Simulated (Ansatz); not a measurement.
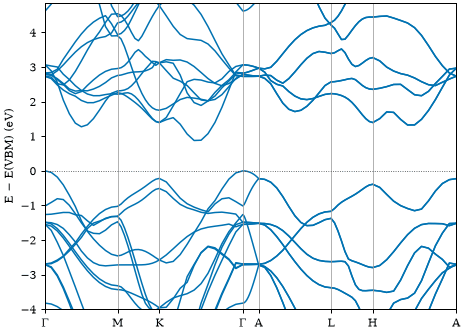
Fig. 1. Band structure from DFT-LDA in the program Ansatz with PAW potentials

**Question.** Read off the gap and where the band edges lie.

**Answer.** About 0.9 eV (0.86 eV by a search for the band edges); maximum at Γ, minimum on the K–Γ line, 45 % of the way from K.

**Question.** Which compound is it?
A) WSe2, P6_3/mmc (W on 2c, Se on 4f)
B) ZnS, wurtzite
C) BP, P6_3/mmc (B on 2c, P on 2d)
D) GaN, P6_3/mmc (Ga on 2d, N on 2b)

**Answer.** A, WSe2, P6_3/mmc (W on 2c, Se on 4f)

The LDA relaxation kept the symmetry of its start. The run is not spin-polarised. A crystal of weakly bound layers computed without a dispersion correction: the cell and the soft elastic constants depend strongly on that. Spin–orbit coupling is left out wherever it is not named.

Potentials: the earlier of the program's two PAW sets. The files were generated under PBE; for other functionals the program regenerates the frozen cores, and for LDA and PBEsol the local potential too.
